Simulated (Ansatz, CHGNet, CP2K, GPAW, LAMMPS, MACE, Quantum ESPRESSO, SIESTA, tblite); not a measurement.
# CP2K runs on liquid mixture of dimethylformamide and H2O at 300 K (102 atoms), part 4 of 4

Wanted: CP2K inputs and outputs for liquid mixture of dimethylformamide and H2O at 300 K (102 atoms), checked against a plane-wave reference.

Program: CP2K 2026.2; the method stands at each step. Banners, paths, timers and routine set-up lines are dropped from the logs unmarked, and long logs keep their key lines alone; longer cuts are marked.

So far. Step 11 (PBE+D3(BJ), DZVP-MOLOPT-SR, 600/50 Ry, diagonalisation): Against the first run (10 %), the force difference from the reference is 10 %, at 1.0 times the CPU time; the model has changed, so this is no error of the program alone. Step 12 (PBE, DZVP-MOLOPT-SR, 210/50 Ry, diagonalisation): Against the first run (10 %), the force difference from the reference is 12 %, at 0.70 times the CPU time: the grid matters here.

## (13) All runs compared

Differences are against the plane-wave reference, forces as r.m.s. over components; share is that over the reference's r.m.s. force, slope the least-squares factor from reference forces to these. Total energies of different programs have different zeros and aren't compared.

```
                                                                      run  Δ force, r.m.s. (meV/Å)  share (%)  slope  Δ pressure (GPa)  Δ gap (eV)  cores  CPU time  memory (GiB)
                                                                reference                        -          -      -                 -           -      2   3.6 min           2.5
                     CP2K PBE, DZVP-MOLOPT-SR, 600/50 Ry, diagonalisation                     91.7       10.3  1.018             0.416      0.0032      2   4.3 min           2.9
                                           CP2K GFN1-xTB, diagonalisation                      321       36.0  0.979             -2.39           -      1     5.2 s          0.22
                          CP2K PBE, TZV2P-UZH, 600/50 Ry, diagonalisation                     62.3       6.99  0.999             0.364      0.0081      4    11 min           4.3
             CP2K PBE, SZV-MOLOPT-SR, 600/50 Ry, diagonalisation (coarse)                     1806        203  1.048              8.81      -0.908      1   2.5 min           2.7
CP2K PBE, SZV-MOLOPT-SR, 600/50 Ry, TRS4 filter 1e-05, SCF 1e-06 (coarse)                     1844        207  1.079              8.69           -      1      92 s           1.4
CP2K PBE, SZV-MOLOPT-SR, 600/50 Ry, TRS4 filter 1e-04, SCF 1e-05 (coarse)                     1930        217  1.139              8.45           -      1      49 s           1.4
CP2K PBE, SZV-MOLOPT-SR, 600/50 Ry, TRS4 filter 1e-07, SCF 1e-07 (coarse)                     1796        202  1.039              8.84           -      1   2.6 min           1.4
                             CP2K PBE, DZVP-MOLOPT-SR, 600/50 Ry, OT DIIS                     91.7       10.3  1.018             0.416      0.0032      4   8.1 min           2.6
                     CP2K PBE, DZVP-MOLOPT-SR, 600/70 Ry, diagonalisation                     91.7       10.3  1.018             0.416      0.0032      2     6 min           2.9
              CP2K PBE+D3(BJ), DZVP-MOLOPT-SR, 600/50 Ry, diagonalisation                     92.0       10.3  1.017            -0.233      0.0032      2   4.3 min           2.9
            CP2K PBE, DZVP-MOLOPT-SR, 210/50 Ry, diagonalisation (coarse)                      109       12.2  1.018             0.505      1.0e-4      2     3 min          0.77
```

Rows marked coarse were listed beforehand as settings not expected to be converged; some can still land near the reference.

CPU time is summed over cores on a shared host, where runs went side by side, so it is rough. Symmetry, cutoffs, thresholds, outputs and thread counts weren't matched or tuned between programs; memory under MPI is the largest rank's times the ranks.

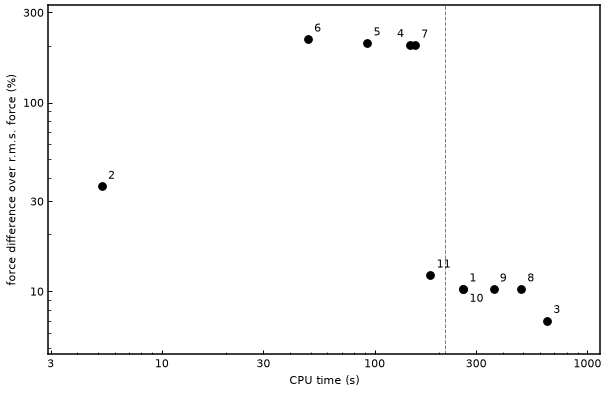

Force difference against CPU time; the dashed line marks the reference's time. Points: 1 CP2K PBE, DZVP-MOLOPT-SR, 600/50 Ry, diagonalisation; 2 CP2K GFN1-xTB, diagonalisation; 3 CP2K PBE, TZV2P-UZH, 600/50 Ry, diagonalisation; 4 CP2K PBE, SZV-MOLOPT-SR, 600/50 Ry, diagonalisation; 5 CP2K PBE, SZV-MOLOPT-SR, 600/50 Ry, TRS4 filter 1e-05, SCF 1e-06; 6 CP2K PBE, SZV-MOLOPT-SR, 600/50 Ry, TRS4 filter 1e-04, SCF 1e-05; 7 CP2K PBE, SZV-MOLOPT-SR, 600/50 Ry, TRS4 filter 1e-07, SCF 1e-07; 8 CP2K PBE, DZVP-MOLOPT-SR, 600/50 Ry, OT DIIS; 9 CP2K PBE, DZVP-MOLOPT-SR, 600/70 Ry, diagonalisation; 10 CP2K PBE+D3(BJ), DZVP-MOLOPT-SR, 600/50 Ry, diagonalisation; 11 CP2K PBE, DZVP-MOLOPT-SR, 210/50 Ry, diagonalisation.

Mean charges by element (e), by run and scheme:

```
                                                        run    scheme      C      N      O      H
       CP2K PBE, DZVP-MOLOPT-SR, 600/50 Ry, diagonalisation  Mulliken  -0.09  +0.16  -0.33  +0.11
                             CP2K GFN1-xTB, diagonalisation  Mulliken  +0.18  -0.25  -0.68  +0.18
            CP2K PBE, TZV2P-UZH, 600/50 Ry, diagonalisation  Mulliken  +0.65  -0.43  -1.11  +0.21
               CP2K PBE, DZVP-MOLOPT-SR, 600/50 Ry, OT DIIS  Mulliken  -0.09  +0.16  -0.33  +0.11
       CP2K PBE, DZVP-MOLOPT-SR, 600/70 Ry, diagonalisation  Mulliken  -0.09  +0.16  -0.33  +0.11
CP2K PBE+D3(BJ), DZVP-MOLOPT-SR, 600/50 Ry, diagonalisation  Mulliken  -0.09  +0.16  -0.33  +0.11
```

Within one program, basis, potentials and functional, energies share a zero. Each run against its twin at the usual cutoff or grid and solver:

```
                                                             run                                        twin  Δ energy (meV/atom)  Δ force, r.m.s. (meV/Å)        CPU time over the twin's
CP2K PBE, SZV-MOLOPT-SR, 600/50 Ry, TRS4 filter 1e-05, SCF 1e-06   SZV-MOLOPT-SR, 600/50 Ry, diagonalisation                0.231                     93.4                            0.63
CP2K PBE, SZV-MOLOPT-SR, 600/50 Ry, TRS4 filter 1e-04, SCF 1e-05   SZV-MOLOPT-SR, 600/50 Ry, diagonalisation                 1.75                      249                            0.33
CP2K PBE, SZV-MOLOPT-SR, 600/50 Ry, TRS4 filter 1e-07, SCF 1e-07   SZV-MOLOPT-SR, 600/50 Ry, diagonalisation               0.0347                     34.6                             1.1
                    CP2K PBE, DZVP-MOLOPT-SR, 600/50 Ry, OT DIIS  DZVP-MOLOPT-SR, 600/50 Ry, diagonalisation                    0                    0.056  1.9 (this twin ran on 2 cores)
            CP2K PBE, DZVP-MOLOPT-SR, 600/70 Ry, diagonalisation  DZVP-MOLOPT-SR, 600/50 Ry, diagonalisation                    0                        0                             1.4
            CP2K PBE, DZVP-MOLOPT-SR, 210/50 Ry, diagonalisation  DZVP-MOLOPT-SR, 600/50 Ry, diagonalisation                -3.64                     60.1                            0.70
```

Further runs of this program without a result: CP2K SCC-DFTB, diagonalisation (not converged).

## (14) What came out

```yaml
nearest_in_forces: CP2K PBE, TZV2P-UZH, 600/50 Ry, diagonalisation, 7.0 %
its_cpu_time: 11 min
```

What this shows: The PBE runs in local orbitals, coarse settings apart, differ by 7.0 % (CP2K PBE, TZV2P-UZH, 600/50 Ry, diagonalisation) to 10 % (CP2K PBE, DZVP-MOLOPT-SR, 600/50 Ry, OT DIIS); basis, grid and potentials can all enter. Tight binding differs by 36 % (CP2K GFN1-xTB, diagonalisation); it is another model, with fitted parameters of its own, and the xTB methods hold dispersion. Rows with another functional or a dispersion term differ by 10 % (CP2K PBE+D3(BJ), DZVP-MOLOPT-SR, 600/50 Ry, diagonalisation), which mixes the change of model with differences of basis and potentials. Runs with settings chosen to be coarse differ by 12 % (CP2K PBE, DZVP-MOLOPT-SR, 210/50 Ry, diagonalisation) to 217 % (CP2K PBE, SZV-MOLOPT-SR, 600/50 Ry, TRS4 filter 1e-04, SCF 1e-05), their programs' other errors included. Of the electronic-structure runs that take under half the reference's CPU time, CP2K GFN1-xTB, diagonalisation comes nearest, at 36 % in 5.2 s against 3.6 min; its pressure misses by -2.4 GPa. At the same functional, gaps differ from the reference's 3.68 eV by between -0.91 and +0.01 eV. In pressure, CP2K PBE, SZV-MOLOPT-SR, 600/50 Ry, TRS4 filter 1e-07, SCF 1e-07 misses by +8.8 GPa, at the same functional. Charges hang on model and program or settings: among these rows the mean for N runs from -0.43 to +0.16 e, even in sign. With TRS4, tightening the sparsity filter from 1e-04 to 1e-07, and the SCF threshold with it, takes the force difference from the cubic solver from 249 to 35 meV/Å, and the CPU time from 0.33 to 1.1 times the cubic solver's. Periodic xTB results under one method name differ between programs and library versions. The reference's pressure holds the uncorrected Pulay stress of its 60 Ry basis, so small pressure differences, and their order, may be the reference's own error. The network of contacts between molecules at the start is that of the classical potential that made the cell, and needn't be the one that DFT or experiment would give. The reference's PBE has no dispersion term, which matters for the binding between molecules or layers. The density was typed from a rule of thumb and may lie off the real one at this temperature. The electronic-structure runs sample only Γ, in a cell whose shortest periodic width is 10 Å.

[Also dropped from logs without a mark: logging warnings of Python, and SIESTA's first energy breakdown and zero terms.]

[Logs are printed without paths, hosts, clocks, repeated set-up lines and the standing remarks that a program may print on its own settings, such as how far it seeks lower states.]

[Hosts, paths, dates, database ids (printed as entryN), source tags and the programs' standing remarks are cut or masked in the printed files.]
